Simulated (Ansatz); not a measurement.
# Run report: SiH₅OF, geometry relaxation (part 2 of 2)

Continued. System: SiH₅OF. Method: RKS PBE-D4/6-31G* (Ansatz 0.2.0). The input holds or restrains some coordinates. Forces given for the steps count only the free coordinates. It belongs to a series of runs on one base structure; here: pulled along the bonds that form and break, towards end A.

Geometry of the input (Å):
```
Si 0.0000  0.0000  0.0000
F  0.0000  0.0000  1.9400
H  1.3768  0.0000  -0.4862
O  -0.7913  1.3709  -0.5594
H  -1.7491  1.1401  -0.7818
H  -0.6877  -1.1914  -0.4862
H  0.9186  -1.3949  0.5550
H  0.6960  -1.0570  1.4751
```

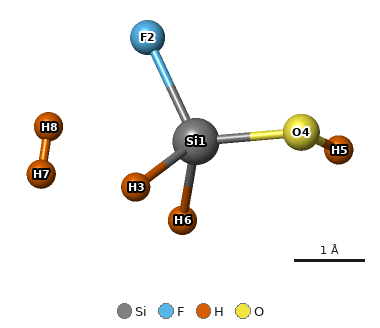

**Figure 1.** The geometry at step 3 of the log (ball-and-stick view, seen at a tilt; atoms are numbered from 1 in the order of the input).

## The program's output, continued
```
relax step   6: F+E_penalty+E_count = -12714.68655176 eV  Δ(F+E_penalty+E_count) = -2.223e-1 eV  max|allowed force component| = 1.164e0 eV/Å  E_restraint = 0.05023078 eV  max|allowed force component, restraints' pulls added| = 5.805e-1 eV/Å  Δτ_max = 0.2000 Å  (26 SCF iters, accepted)
  distance Si 0 - H 6 = 2.6689 Å
  distance H 7 - F 1 = 2.1309 Å
  distance Si 0 - F 1 = 1.6104 Å
  distance H 7 - H 6 = 0.7123 Å
these checks for a lower state are left out or cut short: starts, cluster_reference, orbital_swaps, neighbouring_geometries, increment
701 factors; their error is unknown
mean field -12714.61977245 eV, -467.2536583586 hartree, gradient 7.9e-6 eV, S^2 0.000000; 0 other end points of the search recorded, 0 dependent functions left out
the calculation of the forces begins
reference -12714.61980518 eV, -467.2536595616 hartree; 18, 18 occupied and 41, 41 virtual orbitals, 701 factors
relax step   7: F+E_penalty+E_count = -12714.72308988 eV  Δ(F+E_penalty+E_count) = -3.654e-2 eV  max|allowed force component| = 1.214e0 eV/Å  E_restraint = 0.04767810 eV  max|allowed force component, restraints' pulls added| = 3.344e-1 eV/Å  Δτ_max = 0.0739 Å  (25 SCF iters, accepted)
  distance Si 0 - H 6 = 2.6707 Å
  distance H 7 - F 1 = 2.1278 Å
  distance Si 0 - F 1 = 1.6091 Å
  distance H 7 - H 6 = 0.7114 Å
these checks for a lower state are left out or cut short: starts, cluster_reference, orbital_swaps, neighbouring_geometries, increment
701 factors; their error is unknown
mean field evaluation 64: about -12714.6292 eV, gradient 1.3e-4 eV
mean field -12714.62920467 eV, -467.2540049864 hartree, gradient 9.3e-6 eV, S^2 0.000000; 0 other end points of the search recorded, 0 dependent functions left out
the calculation of the forces begins
reference -12714.62923733 eV, -467.2540061868 hartree; 18, 18 occupied and 41, 41 virtual orbitals, 701 factors
relax step   8: F+E_penalty+E_count = -12714.73258356 eV  Δ(F+E_penalty+E_count) = -9.494e-3 eV  max|allowed force component| = 1.186e0 eV/Å  E_restraint = 0.04842280 eV  max|allowed force component, restraints' pulls added| = 1.644e-1 eV/Å  Δτ_max = 0.0820 Å  (25 SCF iters, accepted)
  distance Si 0 - H 6 = 2.6691 Å
  distance H 7 - F 1 = 2.1289 Å
  distance Si 0 - F 1 = 1.6102 Å
  distance H 7 - H 6 = 0.7115 Å
these checks for a lower state are left out or cut short: starts, cluster_reference, orbital_swaps, neighbouring_geometries, increment
701 factors; their error is unknown
mean field -12714.63038261 eV, -467.2540482749 hartree, gradient 1.3e-5 eV, S^2 0.000000; 0 other end points of the search recorded, 0 dependent functions left out
the calculation of the forces begins
reference -12714.63041526 eV, -467.2540494748 hartree; 18, 18 occupied and 41, 41 virtual orbitals, 701 factors
relax step   9: F+E_penalty+E_count = -12714.73376718 eV  Δ(F+E_penalty+E_count) = -1.184e-3 eV  max|allowed force component| = 1.184e0 eV/Å  E_restraint = 0.04817746 eV  max|allowed force component, restraints' pulls added| = 2.460e-2 eV/Å  Δτ_max = 0.0234 Å  (25 SCF iters, accepted)
  distance Si 0 - H 6 = 2.6694 Å
  distance H 7 - F 1 = 2.1289 Å
  distance Si 0 - F 1 = 1.6099 Å
  distance H 7 - H 6 = 0.7115 Å
701 factors; their error is unknown
mean field -12714.63038261 eV, -467.2540482749 hartree, gradient 1.2e-5 eV, S^2 0.000000; 1 other end points of the search recorded, 0 dependent functions left out
the calculation of the forces begins
reference -12714.63041526 eV, -467.2540494748 hartree; 18, 18 occupied and 41, 41 virtual orbitals, 701 factors
Total energy: -12714.73379983 eV, -467.2578487876 hartree
Atom 0 at    -0.113752     0.135418    -0.038872 Å, force    -0.090334     0.195007    -0.698225 eV/Å
Atom 1 at    -0.195687     0.212068     1.567142 Å, force    -0.204629     0.248253     0.601551 eV/Å
Atom 2 at     1.303552     0.269398    -0.474805 Å, force    -0.006053    -0.003193    -0.015895 eV/Å
Atom 3 at    -0.885657     1.439010    -0.731795 Å, force    -0.001423    -0.005255     0.008719 eV/Å
Atom 4 at    -1.859986     1.414813    -0.682870 Å, force     0.002866     0.005240     0.000374 eV/Å
Atom 5 at    -0.764973    -1.146817    -0.460501 Å, force     0.002332    -0.005246     0.006222 eV/Å
Atom 6 at     1.266855    -1.916608     0.965438 Å, force     0.699859    -1.035731    -1.087032 eV/Å
Atom 7 at     1.012949    -1.539583     1.512761 Å, force    -0.402616     0.600924     1.184286 eV/Å
Dipole moment:    -0.262690    -0.132766    -0.126958 e Å
```

## Trajectory as extended XYZ (Å, eV, eV/Å), 9 frames, from step=1 to step=9
```
8
Properties=species:S:1:pos:R:3:forces:R:3 step=1 energy=-12712.18588
Si    0.0000    0.0000    0.0000    0.2531   0.0574   1.6193
F     0.0000    0.0000    1.9400   -0.8510   1.3711  -1.8473
H     1.3768    0.0000   -0.4862    0.4024   1.0434  -0.4326
O    -0.7913    1.3709   -0.5594   -1.2072  -0.4555   0.1257
H    -1.7491    1.1401   -0.7818    1.2099   0.4081   0.4118
H    -0.6877   -1.1914   -0.4862   -0.9029  -0.2302  -0.3020
H     0.9186   -1.3949    0.5550    0.2483  -0.7016   2.7911
H     0.6960   -1.0570    1.4751    0.8474  -1.4927  -2.3659
8
Properties=species:S:1:pos:R:3:forces:R:3 step=2 energy=-12713.26547
Si   -0.0571    0.0896    0.0293    1.4854  -1.6663   2.5022
F    -0.0653    0.1001    1.8941   -0.7043   1.0890  -2.9611
H     1.3669    0.0133   -0.4853   -0.4461   0.8216   0.1515
O    -0.8123    1.3977   -0.5675   -1.3915   0.7158  -0.3985
H    -1.7477    1.1439   -0.7807    0.4937   0.4619   0.1505
H    -0.6930   -1.1811   -0.4844   -0.4247   0.4130   0.1922
H     1.0031   -1.5264    0.6714    0.0666  -0.2647   1.6491
H     0.7686   -1.1693    1.3796    0.9209  -1.5703  -1.2858
8
Properties=species:S:1:pos:R:3:forces:R:3 step=3 energy=-12713.82335
Si   -0.1178    0.1923    0.0756    2.9438  -4.0080   1.9818
F    -0.1446    0.2214    1.8071   -0.3341   0.5290  -2.3678
H     1.3472    0.0242   -0.4730   -1.0101   0.9043   0.5811
O    -0.8388    1.4300   -0.5830   -1.6355   2.2600  -1.0438
H    -1.7516    1.1524   -0.7831   -0.3211   0.4273  -0.1632
H    -0.6925   -1.1635   -0.4720   -0.2591   1.0293   0.5776
H     1.0905   -1.6611    0.7529    0.8627  -1.3986  -1.3061
H     0.8708   -1.3279    1.3320   -0.2467   0.2567   1.7405
8
Properties=species:S:1:pos:R:3:forces:R:3 step=4 energy=-12714.30952
Si   -0.1286    0.2314    0.0778    2.0705  -3.2433  -0.1420
F    -0.1879    0.2907    1.6983   -0.1358   0.2951   0.0682
H     1.3006    0.0697   -0.4413   -0.4335   0.7634   0.4094
O    -0.8688    1.4646   -0.6043   -1.1146   1.8131  -0.8865
H    -1.7756    1.1744   -0.7938   -0.4725   0.3451  -0.2180
H    -0.7040   -1.1090   -0.4403   -0.2917   0.7162   0.4421
H     1.1891   -1.8178    0.8138    0.8426  -1.3301  -1.3255
H     0.9385   -1.4363    1.3464   -0.4650   0.6404   1.6524
8
Properties=species:S:1:pos:R:3:forces:R:3 step=5 energy=-12714.46430
Si   -0.1121    0.1837   -0.0154    0.5346   1.1322   1.1257
F    -0.1380    0.2377    1.5926   -0.1911   0.2771   0.7156
H     1.2419    0.2286   -0.4286    1.5002   0.1641  -0.5177
O    -0.8898    1.4658   -0.6492   -0.7427   0.8071  -0.5713
H    -1.8185    1.2113   -0.8126   -0.1010   0.3217  -0.0567
H    -0.7652   -0.9700   -0.4049   -1.2691  -2.2484  -0.7750
H     1.2384   -1.9206    0.9030    0.7008  -1.0881  -1.2793
H     1.0066   -1.5688    1.4717   -0.4316   0.6344   1.3588
8
Properties=species:S:1:pos:R:3:forces:R:3 step=6 energy=-12714.68655
Si   -0.1001    0.1401    0.0076   -0.7016   0.4609  -1.1258
F    -0.1426    0.2076    1.6161   -0.1006   0.2249   0.5187
H     1.3216    0.2935   -0.4734   -0.3274  -0.0808   0.1565
O    -0.9214    1.4453   -0.6555    0.4313  -0.0066   0.0451
H    -1.8746    1.3987   -0.8540    0.1093  -0.2530   0.2067
H    -0.8325   -1.1100   -0.4338    0.3071   0.0859   0.1180
H     1.2753   -1.9446    0.9486    0.6455  -1.0241  -1.0837
H     1.0376   -1.5629    1.5010   -0.3635   0.5928   1.1645
8
Properties=species:S:1:pos:R:3:forces:R:3 step=7 energy=-12714.72309
Si   -0.1246    0.1521   -0.0146    0.1735   0.1235  -0.6725
F    -0.1382    0.2167    1.5932   -0.3045   0.2776   0.6042
H     1.2901    0.2820   -0.4646   -0.0239  -0.0042  -0.0346
O    -0.8997    1.4565   -0.6910    0.0503   0.0740  -0.0428
H    -1.8652    1.3846   -0.7821   -0.1301  -0.0231   0.0537
H    -0.7707   -1.1311   -0.4380   -0.0664   0.0055   0.0125
H     1.2544   -1.9250    0.9428    0.6660  -1.0120  -1.1348
H     1.0173   -1.5682    1.5107   -0.3649   0.5588   1.2142
8
Properties=species:S:1:pos:R:3:forces:R:3 step=8 energy=-12714.73258
Si   -0.1114    0.1407   -0.0329   -0.1525   0.1544  -0.6732
F    -0.1811    0.2162    1.5740   -0.2204   0.2596   0.5891
H     1.3060    0.2709   -0.4639    0.0132   0.0150  -0.0488
O    -0.8905    1.4376   -0.7285   -0.1159   0.0409   0.0028
H    -1.8685    1.4088   -0.7038    0.1644  -0.0226   0.0187
H    -0.7672   -1.1398   -0.4543    0.0149  -0.0086   0.0143
H     1.2613   -1.9227    0.9582    0.6820  -1.0391  -1.0887
H     1.0147   -1.5439    1.5078   -0.3856   0.6005   1.1856
8
Properties=species:S:1:pos:R:3:forces:R:3 step=9 energy=-12714.73377
Si   -0.1138    0.1354   -0.0389   -0.0903   0.1950  -0.6982
F    -0.1957    0.2121    1.5671   -0.2046   0.2483   0.6016
H     1.3036    0.2694   -0.4748   -0.0061  -0.0032  -0.0159
O    -0.8857    1.4390   -0.7318   -0.0014  -0.0053   0.0087
H    -1.8600    1.4148   -0.6829    0.0029   0.0052   0.0004
H    -0.7650   -1.1468   -0.4605    0.0023  -0.0052   0.0062
H     1.2669   -1.9166    0.9654    0.6999  -1.0357  -1.0870
H     1.0129   -1.5396    1.5128   -0.4026   0.6009   1.1843
```

## Results in brief

- outcome: converged under the restraints of the input
- total energy: −12714.7338 eV
- mean-field energy: −12714.6304 eV
- largest force (length of the vector) at the end, held atoms and coordinates included: 1.657 eV/Å
- hardware: 1 thread of AMD EPYC (Zen 5), 32 GiB of memory available, shared host
- wall time: 7.1 s
- peak memory: 0.15 GiB
